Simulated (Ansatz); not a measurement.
**Pressure series in InSb**

The parent structure is InSb in the zinc blende structure (space group F-43m, No. 216; a = 6.5189 Å).

Cell and atoms are relaxed at each pressure.

Method: Ansatz (a first-principles code) PBEsol, scalar-relativistic without spin-orbit coupling.

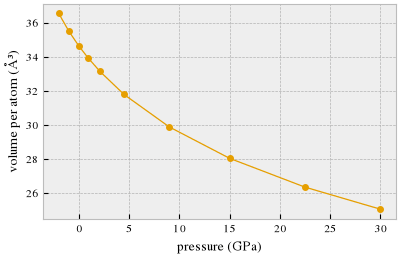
*Volume per atom against pressure*

| pressure (GPa) | volume per atom |
|---|---|
| -2 | 36.54 Å³ |
| -1 | 35.50 Å³ |
| 0.9 | 33.94 Å³ |
| 2.1 | 33.13 Å³ |
| 4.5 | 31.78 Å³ |
| 9 | 29.88 Å³ |
| 15 | 28.03 Å³ |
| 22.5 | 26.34 Å³ |
| 30 | 25.05 Å³ |

Load acts through the strain it causes; cell and atoms are relaxed under it. Whether these cells are dynamically stable was not tested. Tetrahedral semiconductors of this kind turn to denser phases somewhere between about 1 and 50 GPa; those were not computed, so compressed cells here can lie past the real transition. All final runs are without spin polarisation.
